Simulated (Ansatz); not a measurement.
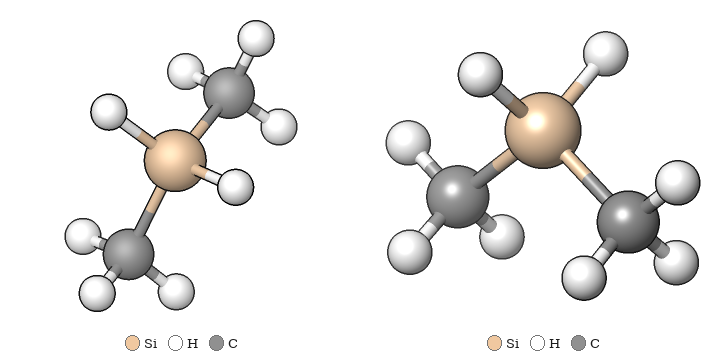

Both panels show the same species.

Computed geometry: PBE0-D4/def2-TZVP optimisation.

What does the picture show?

Formula C2H8Si. The point group is C2v. Coordination: 1 Si tetrahedral; 2 C tetrahedral.

The parts below concern this one geometry. Atoms keep their numbers from picture to picture.

**Shape**

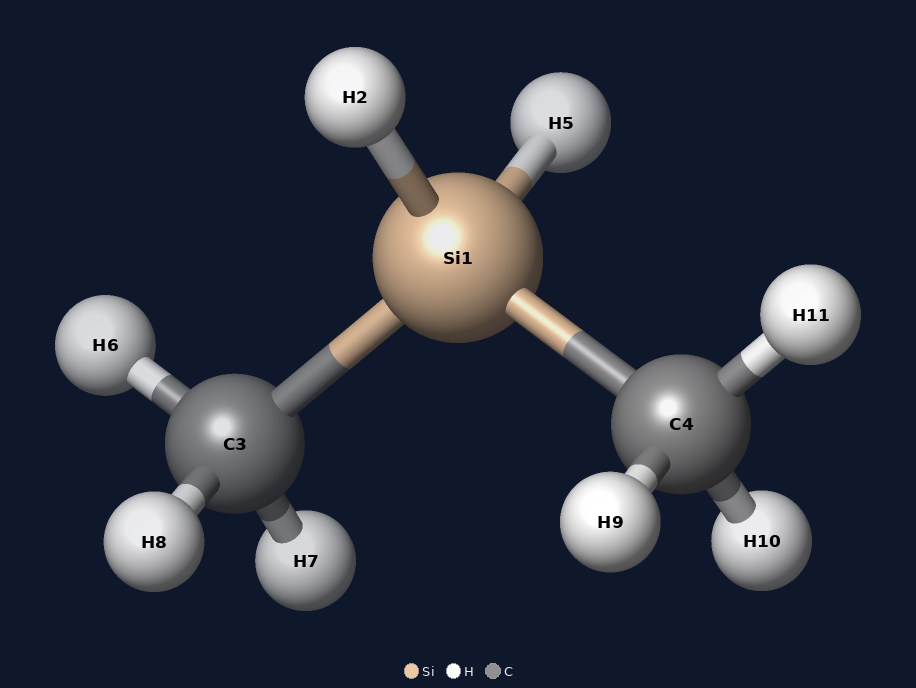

Atoms carry their numbers in the input.

Which atoms are bonded, and how long are the bonds?

| bond | length (Å) |
| --- | --- |
| Si1–H2 | 1.491 |
| Si1–C3 | 1.872 |
| Si1–C4 | 1.872 |
| Si1–H5 | 1.491 |
| C3–H6 | 1.092 |
| C3–H7 | 1.093 |
| C3–H8 | 1.093 |
| C4–H9 | 1.093 |
| C4–H10 | 1.093 |
| C4–H11 | 1.092 |

**Electronic properties**

Level of theory: RKS PBE0-D4/def2-TZVP (Ansatz 0.2.0).

What does the calculation give?

- dipole moment: 0.81 D
- harmonic zero-point energy: 236.3 kJ/mol
- dispersion correction: −14.0 kJ/mol

**Vibrations**

Harmonic vibrations computed with RKS PBE0-D4/def2-TZVP (Ansatz 0.2.0) at a stationary point of the same level.

> How many vibrational modes are there, and where do they lie?

27 modes: 156, 173, 207, 461, 579, 637, 662, 734, 856, 877, 888, 920, 957, 1274, 1280, 1445, 1448, 1455, 1459, 2198, 2201, 3050, 3050, 3132, 3133, 3137, 3137 cm⁻¹.

**Charges**

The questions are on Mulliken charges. Level of theory: RKS PBE0-D4/def2-TZVP (Ansatz 0.2.0).

Give the Mulliken charges atom by atom.

```json
{"atom": "Si1", "value (e)": "0.24"}
{"atom": "H2", "value (e)": "−0.04"}
{"atom": "C3", "value (e)": "−0.50"}
{"atom": "C4", "value (e)": "−0.50"}
{"atom": "H5", "value (e)": "−0.04"}
{"atom": "H6", "value (e)": "0.14"}
{"atom": "H7", "value (e)": "0.14"}
{"atom": "H8", "value (e)": "0.14"}
{"atom": "H9", "value (e)": "0.14"}
{"atom": "H10", "value (e)": "0.14"}
{"atom": "H11", "value (e)": "0.14"}
```

Mulliken values depend strongly on the basis set and can even reverse the polarity of a bond.
